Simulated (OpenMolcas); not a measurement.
# AlSiH4Cl (SMILES [SiH3][AlH][Cl]) at 6 levels

We compute a comparison of 6 runs (HF/aug-cc-pVDZ, B3LYP/6-31G*, B2PLYP/aug-cc-pVDZ, SVWN5/aug-cc-pVDZ, r2SCAN/aug-cc-pVDZ, MP2/aug-cc-pVDZ) of AlSiH4Cl. 

The results are computed with OpenMolcas 26.06.

1 further run of the same task is left out (set aside as unsound or not needed).

### Step 1. The molecule

AlSiH4Cl has 7 atoms, charge 0, and is taken as a singlet. SMILES: `[SiH3][AlH][Cl]`. Geometry: relaxed at PBE0-D4/def2-TZVP.

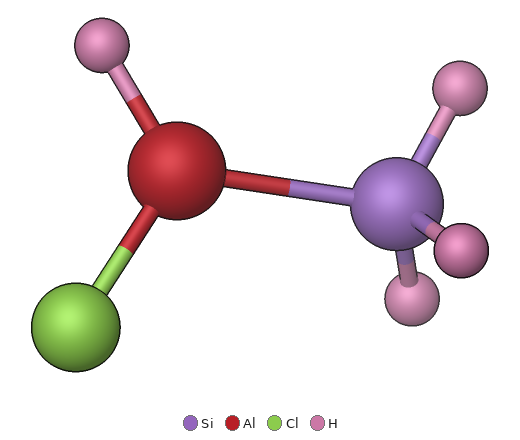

The structure, seen from a chosen angle (silicon purple, aluminium red, chlorine green, hydrogen pink).

### Step 2. Energy and forces at HF/aug-cc-pVDZ (run 1)

File test.input:

```
* AlClH4Si Hartree-Fock

&GATEWAY
  BasLib=$CurrDir
  Coord
  7
  angstrom
  Si      -0.861200       0.582500      -0.311200
  Al       1.094800      -0.612400       0.543100
  Cl       1.783400      -2.223100      -0.622900
  H       -2.012700      -0.351800      -0.455300
  H       -0.567600       1.154700      -1.655100
  H       -1.276600       1.696100       0.586300
  H        1.901100      -0.314000       1.869500
  Basis=aug-cc-pVDZ
  Group=NoSym

&SEWARD

&SCF
  Thresholds=1e-10 1e-07 1e-07 1e-05
  PrOrbitals=1 2

&ALASKA
```

The basis set aug-cc-pVDZ is read from a file made from the Basis Set Exchange's data (not shown).

The run is started by

```
export MOLCAS_MEM=1860
pymolcas test.input > test.log
```

Output:

```text
--- Start Module: gateway ---
[...]
--- Stop Module: gateway /rc=_RC_ALL_IS_WELL_ ---
[...]
      Basis functions          117
[...]
--- Start Module: scf ---
[...]
       Convergence after  11 Iterations
[...]
::    Total SCF energy                               -992.7463161656
[...]
      Total spin, S                                     0.0000000000
[...]
      Total electronic charge=   48.000000
      Total            charge=   -0.000000
[...]
      Dipole Moment (debye):
      Origin of the operator (angstrom)=    0.7007   -0.8064   -0.1648
                   X= -5.4176E-01               Y=  1.1962E+00               Z=  8.3172E-01           Total=  1.5544E+00
      Quadrupole Moment (debye*angstrom):
[...]
--- Stop Module: scf /rc=_RC_ALL_IS_WELL_ ---
[...]
--- Start Module: alaska ---
[...]
 *              Molecular gradients               *
 **************************************************
  Irreducible representation: a
 ------------------------------------------------------------------------------------------
                              X                       Y                       Z
 ------------------------------------------------------------------------------------------
  SI1               4.63181168565896E-03   -2.85382680753266E-03    1.97680542186229E-03
  AL2              -3.87778739577405E-04   -7.79140928749822E-03   -1.00826761360757E-02
  CL3              -4.88868457178881E-03    1.07553862474354E-02    7.44680371290052E-03
  H4                4.09691914541988E-04    4.56242070711710E-04   -5.71345913202292E-05
  H5               -2.62884299739530E-04   -2.50735447313133E-04    5.16575835806776E-04
  H6                1.19618215086437E-05   -4.69120659268185E-04   -5.71506936851041E-04
  H7                4.85882189394715E-04    1.53463883409533E-04    7.71132693692778E-04
 ------------------------------------------------------------------------------------------
--- Stop Module: alaska /rc=_RC_ALL_IS_WELL_ ---
[...]
```

Wall time 26 s (1 thread of Intel Xeon Platinum 8259CL at 2.50GHz (Skylake/Cascade Lake), shared host); peak memory 0.72 GiB.

### Step 3. Energy and gradient at B3LYP/6-31G(d) (spherical functions) (run 2)

File run.inp:

```
* AlClH4Si Kohn-Sham DFT
&GATEWAY
BasLib = $CurrDir
Coord
7
angstrom
Si      -0.861200       0.582500      -0.311200
Al       1.094800      -0.612400       0.543100
Cl       1.783400      -2.223100      -0.622900
H       -2.012700      -0.351800      -0.455300
H       -0.567600       1.154700      -1.655100
H       -1.276600       1.696100       0.586300
H        1.901100      -0.314000       1.869500
Basis = 6-31Gs
Group = NoSym
&SEWARD
GridInput
Grid=UltraFine
End of Grid
&SCF
KSDFT = B3LYP
Thresholds = 1e-10 1e-07 1e-07 1e-05
PrOrbitals = 1 2
&ALASKA
```

The basis set 6-31G* is read from a file made from the Basis Set Exchange's data (not shown).

The run is started by

```
export MOLCAS_MEM=1860
pymolcas run.inp > run.log
```

Output:

```text
--- Start Module: gateway ---
[...]
--- Stop Module: gateway /rc=_RC_ALL_IS_WELL_ ---
[...]
      Basis functions           62
[...]
--- Start Module: scf ---
[...]
       Convergence after  12 Iterations
[...]
::    Total KS-DFT energy                            -994.5803482117
[...]
      Total spin, S                                     0.0000000000
[...]
      Total electronic charge=   48.000000
      Total            charge=   -0.000000
[...]
      Dipole Moment (debye):
      Origin of the operator (angstrom)=    0.7007   -0.8064   -0.1648
                   X= -5.3837E-01               Y=  1.1677E+00               Z=  7.9920E-01           Total=  1.5139E+00
      Quadrupole Moment (debye*angstrom):
[...]
--- Stop Module: scf /rc=_RC_ALL_IS_WELL_ ---
[...]
--- Start Module: alaska ---
[...]
 *              Molecular gradients               *
 **************************************************
  Irreducible representation: a
 ------------------------------------------------------------------------------------------
                              X                       Y                       Z
 ------------------------------------------------------------------------------------------
  SI1               7.51865897381521E-05   -1.61752393316839E-04   -1.30266554410507E-04
  AL2               2.19373424980152E-03   -4.54717063537302E-03   -3.00584691723849E-03
  CL3              -2.82978761824992E-03    5.49586810864966E-03    3.41260862467685E-03
  H4                6.22037747992188E-04   -6.97911951608177E-05    2.03316325069647E-04
  H5                3.44864776666343E-04   -3.59313418961227E-04    4.43106672853855E-04
  H6                3.74213744403828E-04   -4.48066360640542E-04   -1.08663102231787E-04
  H7               -7.80249490325957E-04    9.02258948047852E-05   -8.14255048740886E-04
 ------------------------------------------------------------------------------------------
--- Stop Module: alaska /rc=_RC_ALL_IS_WELL_ ---
[...]
```

Wall time 23 s (1 thread of Intel Xeon Platinum 8259CL at 2.50GHz (Skylake/Cascade Lake), shared host); peak memory 0.4 GiB.

### Step 4. The energy at B2PLYP/aug-cc-pVDZ (run 3)

File calc.input:

```
* AlClH4Si Kohn-Sham DFT
&GATEWAY
BasLib = $CurrDir
Coord
7
angstrom
Si      -0.861200       0.582500      -0.311200
Al       1.094800      -0.612400       0.543100
Cl       1.783400      -2.223100      -0.622900
H       -2.012700      -0.351800      -0.455300
H       -0.567600       1.154700      -1.655100
H       -1.276600       1.696100       0.586300
H        1.901100      -0.314000       1.869500
Basis = aug-cc-pVDZ
Group = NoSym
&SEWARD
GridInput
Grid=UltraFine
End of Grid
&SCF
KSDFT = B2PLYP_SCF
Thresholds = 1e-10 1e-07 1e-07 1e-05
PrOrbitals = 1
&MBPT2
Frozen = 15
```

The basis set aug-cc-pVDZ is read from a file made from the Basis Set Exchange's data (not shown).

The run is started by

```
export MOLCAS_MEM=1860
pymolcas calc.input > calc.log
```

Output:

```text
--- Start Module: gateway ---
[...]
--- Stop Module: gateway /rc=_RC_ALL_IS_WELL_ ---
[...]
      Basis functions          117
[...]
--- Start Module: scf ---
[...]
       Convergence after  12 Iterations
[...]
::    Total KS-DFT energy                            -994.0791496401
[...]
      Total spin, S                                     0.0000000000
[...]
      Total electronic charge=   48.000000
      Total            charge=   -0.000000
[...]
      Dipole Moment (debye):
      Origin of the operator (angstrom)=    0.7007   -0.8064   -0.1648
                   X= -5.2319E-01               Y=  1.1354E+00               Z=  7.7867E-01           Total=  1.4728E+00
      Quadrupole Moment (debye*angstrom):
[...]
--- Stop Module: scf /rc=_RC_ALL_IS_WELL_ ---
[...]
--- Start Module: mbpt2 ---
[...]
 ###    WARNING: MP2 implementation intended for RHF references only         ###
 ###############################################################################
MBPT2 WARNING: Reference function according to RunFile:KS-DFT
I'll assume you know what you're doing and continue
WARNING!
Default frozen orbitals as non valence orbitals is overwritten by user input.
Default values:   9
[...]
       Reference weight ( Cref**2 )         =        0.81275
::    Total MBPT2 energy                             -994.4743231389
[...]
      Total MBPT2 calculations                           0.83      0.92
--- Stop Module: mbpt2 /rc=_RC_ALL_IS_WELL_ ---
[...]
```

Wall time 55 s (1 thread of Intel Xeon Platinum 8259CL at 2.50GHz (Skylake/Cascade Lake), shared host); peak memory 0.72 GiB.

Runs 4 to 5 aren't shown in full; the table further down has their settings and results.

### Step 5. A single-point energy at MP2/aug-cc-pVDZ (run 6)

File run.input:

```
&GATEWAY
  BasLib=$CurrDir
  Coord
  7
  angstrom
  Si      -0.861200       0.582500      -0.311200
  Al       1.094800      -0.612400       0.543100
  Cl       1.783400      -2.223100      -0.622900
  H       -2.012700      -0.351800      -0.455300
  H       -0.567600       1.154700      -1.655100
  H       -1.276600       1.696100       0.586300
  H        1.901100      -0.314000       1.869500
  Basis=aug-cc-pVDZ
  Group=NoSym

&SEWARD

&SCF
  Thresholds=1e-10 1e-07 1e-07 1e-05
  PrOrbitals=1

&MBPT2
  Frozen=15
```

The basis set aug-cc-pVDZ is read from a file made from the Basis Set Exchange's data (not shown).

The run is started by

```
export MOLCAS_MEM=1860
pymolcas run.input > run.log
```

Output:

```text
--- Start Module: gateway ---
[...]
--- Stop Module: gateway /rc=_RC_ALL_IS_WELL_ ---
[...]
      Basis functions          117
[...]
--- Start Module: scf ---
[...]
       Convergence after  11 Iterations
[...]
::    Total SCF energy                               -992.7463161656
[...]
      Total spin, S                                     0.0000000000
[...]
      Total electronic charge=   48.000000
      Total            charge=   -0.000000
[...]
      Dipole Moment (debye):
      Origin of the operator (angstrom)=    0.7007   -0.8064   -0.1648
                   X= -5.4176E-01               Y=  1.1962E+00               Z=  8.3172E-01           Total=  1.5544E+00
      Quadrupole Moment (debye*angstrom):
[...]
--- Stop Module: scf /rc=_RC_ALL_IS_WELL_ ---
[...]
--- Start Module: mbpt2 ---
[...]
WARNING!
Default frozen orbitals as non valence orbitals is overwritten by user input.
Default values:   9
[...]
       Reference weight ( Cref**2 )         =        0.87344
::    Total MBPT2 energy                             -993.0645484849
[...]
      Total MBPT2 calculations                           0.81      0.91
--- Stop Module: mbpt2 /rc=_RC_ALL_IS_WELL_ ---
[...]
```

It took 21 s on 1 thread of Intel Xeon Platinum 8259CL at 2.50GHz (Skylake/Cascade Lake), shared host; peak memory 0.72 GiB.

### Step 6. The series

```
run                               level  integration grid      task  energy (Eh)  dipole moment (D) of the reference  HOMO energy (eV)  LUMO energy (eV)  wall time
  1                      HF/aug-cc-pVDZ                 –  gradient  -992.746316                                1.55            -10.39              0.42       26 s
  2  B3LYP/6-31G* (spherical functions)         UltraFine  gradient  -994.580348                                1.51             -7.57             -2.12       23 s
  3                  B2PLYP/aug-cc-pVDZ         UltraFine    energy  -994.185846                                1.47             -8.76             -1.02       55 s
  4                   SVWN5/aug-cc-pVDZ         UltraFine  gradient  -990.839872                                1.34             -6.77             -3.00       55 s
  5                  r2SCAN/aug-cc-pVDZ         UltraFine  gradient  -994.491914                                1.32             -6.96             -2.56       86 s
  6                     MP2/aug-cc-pVDZ                 –    energy  -993.064548                                1.55            -10.39              0.42       21 s
```

### Step 7. Summary of results

| quantity | value |
| --- | --- |
| run 6: total energy | -993.06455 Eh |
| run 6: dipole moment (mean-field density) | 1.55 D |
| run 6: HOMO energy (Hartree–Fock orbitals) | -10.39 eV |
| run 6: LUMO energy (Hartree–Fock orbitals) | 0.42 eV |
| run 6: HOMO–LUMO gap (Hartree–Fock orbitals) | 10.82 eV |
| run 6: correlation energy (15 core orbitals frozen) | -318.2 mEh |

In words: Over runs 1, 2, 3, 4, 5 the dipole moment (its size) runs from 1.32 D (r2SCAN/aug-cc-pVDZ) to 1.55 D (HF/aug-cc-pVDZ). Over runs 1, 2, 3, 4, 5 the HOMO–LUMO gap runs from 3.77 eV (SVWN5/aug-cc-pVDZ) to 10.82 eV (HF/aug-cc-pVDZ). Exact exchange widens orbital gaps. For B2PLYP the log adds the whole second-order term; the table takes 0.27 of it, as the functional is defined. Totals of different functionals can't be ranked against each other. All runs together took 4.4 min, the longest 86 s.
